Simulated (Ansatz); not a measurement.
# UB2PLYP/aug-cc-pVDZ run of BH2SO (SMILES O[B]S)

Aim: the electronic atomisation energy of BH2SO at UB2PLYP/aug-cc-pVDZ, from 5 runs. 

Program for the calculation: Ansatz 0.2.0.

52 further runs of the same task are left out: 52 set aside as unsound or not needed. Runs told in other sessions of the task aren't counted.

### 1 The molecule

The species is BH2SO (5 atoms), meant as a doublet with charge 0. As SMILES, `O[B]S`. The shape is that of a PBE0-D4/def2-TZVP optimisation. This is a higher conformer, about 7 kJ/mol above the lowest found by a separate search.

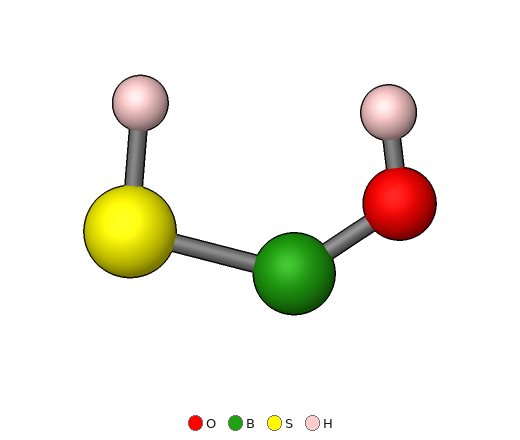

Viewed from a chosen angle; oxygen red, boron green, sulfur yellow, hydrogen pink.

### 2 The energy at UB2PLYP/aug-cc-pVDZ

run.yaml

```yaml
crystal:
  periodic: [false, false, false]
  atoms:
    - {symbol: O, position_ang: [-1.294700, -0.054700, -0.435600]}
    - {symbol: B, position_ang: [-0.454300, 0.825600, 0.109700]}
    - {symbol: S, position_ang: [1.253800, 0.694200, 0.611100]}
    - {symbol: H, position_ang: [-0.947100, -0.940000, -0.604700]}
    - {symbol: H, position_ang: [1.492100, -0.598600, 0.278200]}
basis:
  gaussian: {orbitals: aug-cc-pVDZ}
correlation: {frozen_orbitals: {B: 1, H: 0, O: 1, S: 5}}
output: {orbitals: {seedname: orbitals}}
magnetization: {spin_polarized: true, initial_magnetization: 1}
hamiltonian: {xc: {name: B2PLYP}}
accuracy: high
```

Command:

```sh
$ ansatz run run.yaml --threads 1 --pin off --max-ram 2610MiB --events-out events.jsonl --progress --plain --runs-dir runs
```

What it wrote:

```text
Warning: RAYON_NUM_THREADS=1 ignored (pool sized by the plan → 1); use --threads N
Functional definition: B2PLYP
  name "B2PLYP"
  parameter a = 0.53
  parameter c = 0.27
  exchange = (1 - a)*b88_x + a*exact_x
  correlation = (1 - c)*lyp_c + c*(mp2_os + mp2_ss)
1789 factors; integrals over basis functions are off by at most 3.5e-9 eV
mean field evaluation 1: about -13578.3295 eV, gradient 3.0e1 eV
mean field evaluation 2: about -13578.3311 eV, gradient 3.0e1 eV
mean field evaluation 4: about -13581.8142 eV, gradient 2.7e0 eV
mean field evaluation 8: about -13581.8733 eV, gradient 1.1e-1 eV
mean field evaluation 16: about -13581.8735 eV, gradient 1.1e-4 eV
mean field -13581.87350533 eV, -499.1246451964 hartree, gradient 4.2e-8 eV, S^2 0.753475; 0 other end points of the search recorded, 0 dependent functions left out
7 core orbitals not correlated: weight in the atoms' cores, before any rotation towards them, 1.000 or more for the frozen orbitals, at most 0.000 for the correlated occupied ones
reference -13581.87352878 eV, -499.1246460581 hartree; 9, 8 occupied and 75, 76 virtual orbitals, 1789 factors
second order -13.62077400 eV of doubles, -0.00000000 eV of singles
Total energy: -13585.55113776 eV, -499.2597956953 hartree
```

It took 9.9 s on 1 thread of Arm Neoverse V2, shared host; peak memory 0.35 GiB.

### 3 The B atom at the same level

job.yaml

```yaml
crystal:
  periodic: [false, false, false]
  atoms:
    - {symbol: B, position_ang: [0.000000, 0.000000, 0.000000]}
basis:
  gaussian: {orbitals: aug-cc-pVDZ}
magnetization: {spin_polarized: true, initial_magnetization: 1}
accuracy: high
hamiltonian: {xc: {name: B2PLYP}}
correlation: {frozen_orbitals: {B: 1}}
```

Run the same way, it converges to -24.63149 Eh (log not shown).

### 4 The H atom

molecule.yaml

```yaml
crystal:
  periodic: [false, false, false]
  atoms:
    - {symbol: H, position_ang: [0.000000, 0.000000, 0.000000]}
basis:
  gaussian: {orbitals: aug-cc-pVDZ}
magnetization: {spin_polarized: true, initial_magnetization: 1}
hamiltonian: {xc: {name: B2PLYP}}
correlation: {frozen_orbitals: {H: 0}}
accuracy: high
```

Run the same way, it converges to -0.49815 Eh (log not shown).

### 5 The O atom at the same level

molecule.yaml

```yaml
crystal:
  periodic: [false, false, false]
  atoms:
    - {symbol: O, position_ang: [0.000000, 0.000000, 0.000000]}
basis:
  gaussian:
    orbitals: aug-cc-pVDZ
magnetization:
  spin_polarized: true
  initial_magnetization: 2
hamiltonian:
  xc: {name: B2PLYP}
correlation:
  frozen_orbitals: {O: 1}
accuracy: high
```

Run the same way, it converges to -75.02394 Eh (log not shown).

### 6 The S atom

run.yaml

```yaml
crystal:
  periodic: [false, false, false]
  atoms:
    - {symbol: S, position_ang: [0.000000, 0.000000, 0.000000]}
basis:
  gaussian: {orbitals: aug-cc-pVDZ}
hamiltonian: {xc: {name: B2PLYP}}
magnetization: {spin_polarized: true, initial_magnetization: 2}
correlation: {frozen_orbitals: {S: 5}}
accuracy: high
```

Run the same way, it converges to -397.97875 Eh (log not shown).

### 7 Results

Level: UB2PLYP/aug-cc-pVDZ, 7 core orbitals frozen.

```
                                                          quantity          value
                                            molecule: total energy  -499.25980 Eh
molecule: HOMO energy (SCF part's orbitals) (highest over α and β)       -7.17 eV
 molecule: LUMO energy (SCF part's orbitals) (lowest over α and β)       -0.72 eV
                                                    molecule: ⟨S²⟩          0.753
                                              B atom: total energy   -24.63149 Eh
                                                      B atom: ⟨S²⟩          0.756
                                              H atom: total energy    -0.49815 Eh
                                                      H atom: ⟨S²⟩          0.750
                                              O atom: total energy   -75.02394 Eh
                                                      O atom: ⟨S²⟩          2.005
                                              S atom: total energy  -397.97875 Eh
                                                      S atom: ⟨S²⟩          2.005
                                     electronic atomisation energy      17.125 eV
```

In words: Taking the molecule apart into free atoms costs 17.12 eV (395 kcal/mol), before zero-point energy and without spin-orbit coupling.
